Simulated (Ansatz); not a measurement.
## Redistribution: CH8O2Si2 + SiH3(OH) → CH8O3Si2 + SiH4

Species: CH8O2Si2 `CO[SiH](O)[SiH3]`, singlet; SiH3(OH) (silanol), singlet; CH8O3Si2 `CO[SiH](O)[SiH2]O`, singlet; SiH4 (silane) `[SiH4]`, singlet. The partners trade H for OH; both sit on Si, so the bond types are kept.

Shapes, held fixed at every level: PBE0-D4/def2-TZVP. Flexible molecules stand in one conformer, not always the lowest. Programs: Ansatz 0.2.0. Electronic energies: no zero-point or thermal term.

| level | kind | ΔE (kJ/mol) | less CCSD(T)/CBS estimate |
| --- | --- | --- | --- |
| HF/def2-TZVPP | Hartree–Fock | +12.5 | -1.5 |
| r2SCAN-D4/def2-TZVPP | meta-GGA | +14.3 | +0.3 |
| wB97M-V/def2-TZVPP | range-separated hybrid | +13.6 | -0.4 |
| wB97X-V/def2-TZVPP | range-separated hybrid | +12.8 | -1.2 |
| MP2/def2-TZVPP | perturbation theory | +14.7 | +0.7 |
| CCSD(T)/def2-TZVPP | coupled cluster or CI | +13.9 | -0.1 |
| CCSD(T)/CBS estimate | coupled cluster or CI | +14.0 | 0.0 |

The highest level, CCSD(T)/CBS estimate, gives ΔE = +14.0 kJ/mol; the levels span +12.5 to +14.7. The column of differences is taken from that level and isn't an error. No measured value is set beside it here. The CBS estimate extrapolates MP2 from def2-TZVPP and def2-QZVPP and adds CCSD(T) − MP2 in the triple-zeta set, cores frozen.

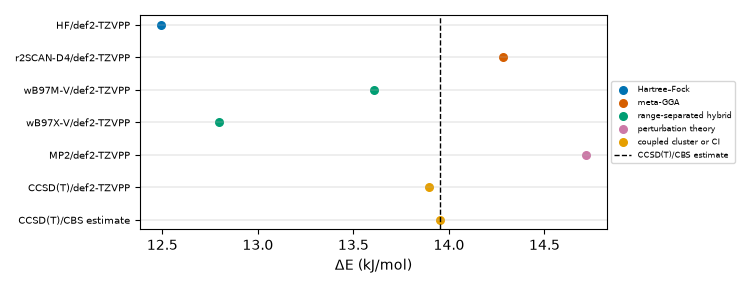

The values of the table, level by level.
